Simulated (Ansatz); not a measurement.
Process, species as SMILES: Cl[C]Cl (closed-shell singlet) + 3 [H][H] (H2) → C (CH4) + 2 Cl (HCl)
B3LYP-D3(BJ)/def2-TZVP geometries, fixed; electronic energies without zero-point terms.

Basis-set convergence of the energy of full hydrogenation at CCSD(T) with Ansatz (a program for electronic structure). Cartesian d functions, on some or all atoms, in 6-31G*, 6-31G**, 6-31+G*; all else is spherical. Cores are frozen. A restricted Hartree-Fock determinant is unstable towards unrestricted orbitals. No added dispersion term, no relativity. Functions are those of the species that has most. Reference: Hartree-Fock in aug-cc-pV(Q+d)Z plus the correlation part extrapolated as X^-3 from aug-cc-pV(T+d)Z and aug-cc-pV(Q+d)Z, -129.78 kcal/mol, itself unsure by roughly 0.18 kcal/mol (a third of the extrapolation step and of the last Hartree-Fock step). Deviations are taken from unrounded values. Cost is core time over that of 6-311++G(2d,2p), rough, on shared machines of one kind; a dash marks a row that isn't timed (too short, read off another run, short of memory, by another algorithm or on other hardware).

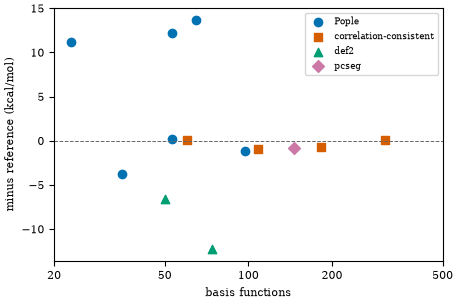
*Deviation from the reference against the number of basis functions, by family of sets.*

| basis | functions | energy of full hydrogenation (kcal/mol) | minus reference (kcal/mol) | cost |
|---|---|---|---|---|
| STO-3G | 23 | -118.57 | 11.21 | - |
| 6-31G | 35 | -133.52 | -3.74 | - |
| def2-SVP | 50 | -136.37 | -6.59 | - |
| 6-31G* | 53 | -117.52 | 12.26 | - |
| 6-31G** | 53 | -129.61 | 0.17 | - |
| cc-pV(D+d)Z | 60 | -129.69 | 0.09 | 0.4× |
| 6-31+G* | 65 | -116.05 | 13.73 | - |
| def2-SVPD | 74 | -142.07 | -12.29 | 0.5× |
| 6-311++G(2d,2p) | 97 | -130.92 | -1.14 | 1× |
| cc-pV(T+d)Z | 108 | -130.70 | -0.92 | 1× |
| aug-pcseg-2 | 146 | -130.55 | -0.77 | 2× |
| cc-pV(Q+d)Z | 183 | -130.46 | -0.68 | 5× |
| cc-pV(5+d)Z | 311 | -129.74 | 0.04 | - |
